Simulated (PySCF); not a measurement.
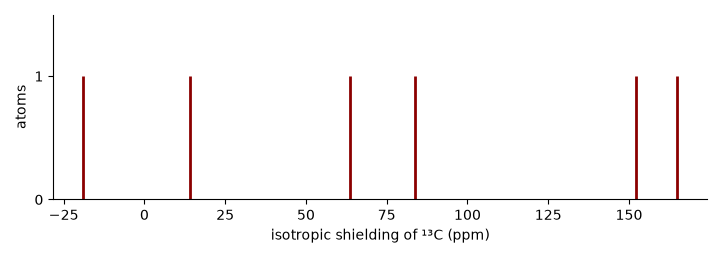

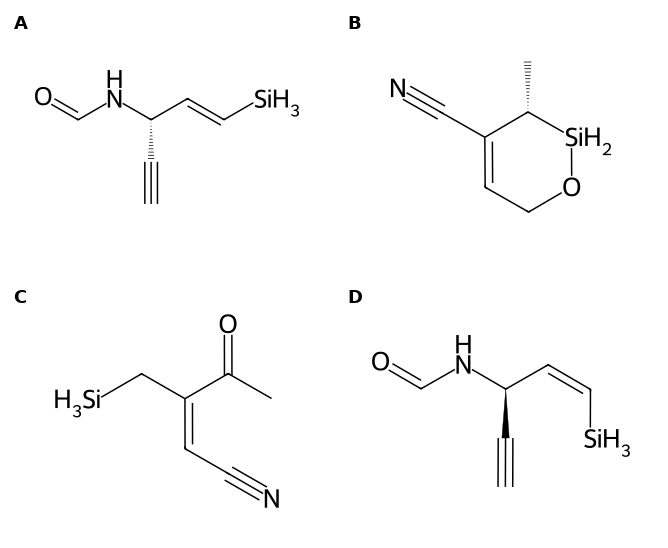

The sticks are computed shieldings of one of the molecules, for one fixed geometry (GFN2-xTB) without averaging over rotations. Low shielding means a high chemical shift. Method: GIAO PBE0/pcSseg-1 NMR shielding, non-relativistic, gas phase (PySCF 2.14.0).

**Match the spectrum to a structure.**

C, `CC(=O)/C(=C\C#N)C[SiH3]`. Its 6 C atoms give lines at −19.0, 14.2, 63.6, 83.9, 152.1, 165.0 ppm.

The geometry is semi-empirical. Around Si such bond lengths and angles can be off by a tenth of an ångström or more and by several degrees, and values that hang on the shape move with them.
